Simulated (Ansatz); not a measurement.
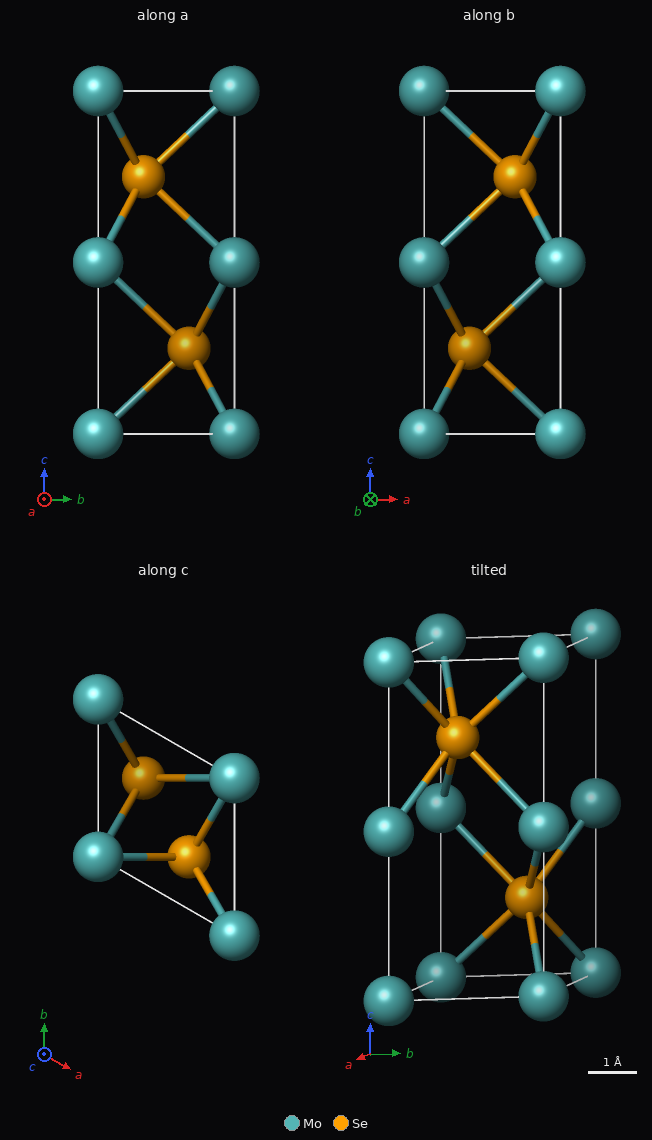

An orthographic ball-and-stick view of the structure, along the a axis, along the b axis, along the c axis and slightly off an axis. The wireframe shows the conventional unit cell.

Lattice parameters: a = 3.284 Å, b = 3.284 Å, c = 7.151 Å, α = 90.00°, β = 90.00°, γ = 120.00°.

**Put the structure into a table of Wyckoff sites.**

Space group P6_3/mmc (No. 194).
```csv
atom,site,x,y,z
Mo,2a,0.0000,0.0000,0.0000
Se,2c,0.3333,0.6667,0.2500
```

The structure was taken from a structure type filled with these elements by a generator (whether the compound takes this form wasn't checked). Earlier steps of the study may have refined or changed the cell and positions. It went into a calculation with Ansatz.
